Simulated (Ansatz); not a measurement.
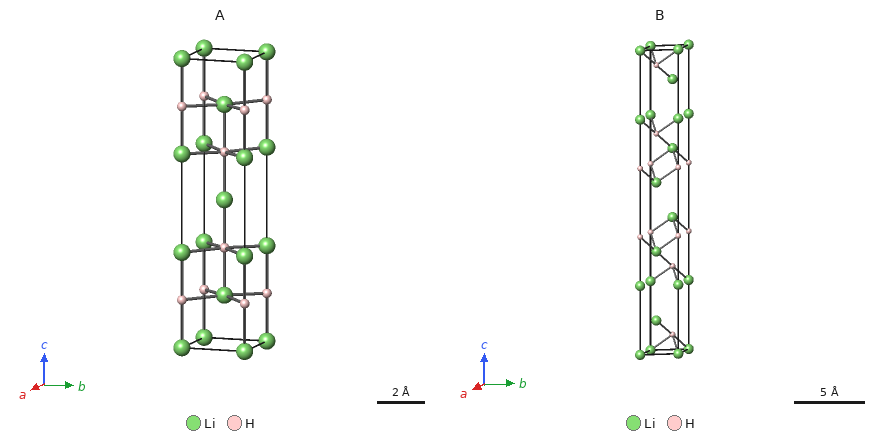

Two structures of Li$_{3}$H$_{2}$, each relaxed to rest (conventional cells in solid outline, small ones repeated, not to one scale). Method: Ansatz, DFT PBE, scalar-relativistic, plane waves, PAW, without spin polarisation.

Question: Characterise the two forms.

Answer: A: 10 atoms a cell on a body-centred tetragonal lattice, I4/mmm. B: 15 atoms a cell on a rhombohedral (trigonal R) lattice, R-3m.

Question: Which polymorph is favoured?

Answer: B is lower, by 55 meV/atom at this level of theory (energies at zero smearing). Volumes: A 10.1, B 10.2 Å³/atom.

One or both may be structure types tried for this composition rather than known phases.
